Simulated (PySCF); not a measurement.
**GaAs (charge −1, doublet): density, localisation and related maps**

```xyz
2

Ga    0.0000    0.0000   -1.1599
As    0.0000    0.0000    1.0671
```

Computed with PBE0/def2-TZVPPD, non-relativistic Hamiltonian with scalar-relativistic core potentials where named, at a bond length of 2.227 Å in PySCF 2.14.0.

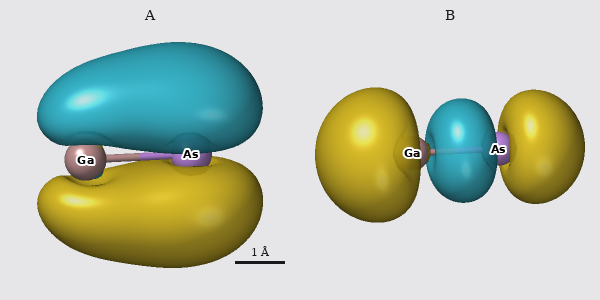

Figure 1. Two frontier α-spin orbitals, each drawn at the value that holds 80 % of its norm (yellow and cyan are the two phases), in no order; of a degenerate pair one member is drawn.

### Label each orbital by symmetry, say whether it is occupied, and order them by energy.

Orbital B: σ, occupied in this spin, −0.94 eV; shared between the atoms (Ga 55 %, As 45 %).
Orbital A: π, occupied in this spin, −0.37 eV; mainly on As (70 %).

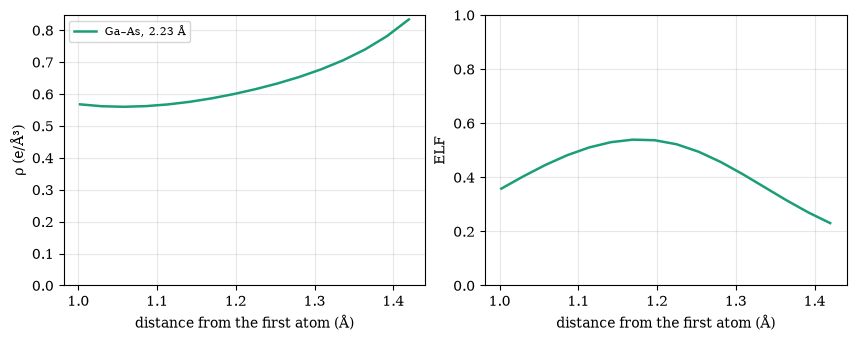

Figure 2. Total electron density and electron localisation function along straight lines between neighbouring atoms. The curves leave out the atomic cores.

### What can be read from the curves?

Ga–As (2.23 Å): ρ at the midpoint is about 0.57 e/Å³; the ELF reaches about 0.55 near the midpoint.
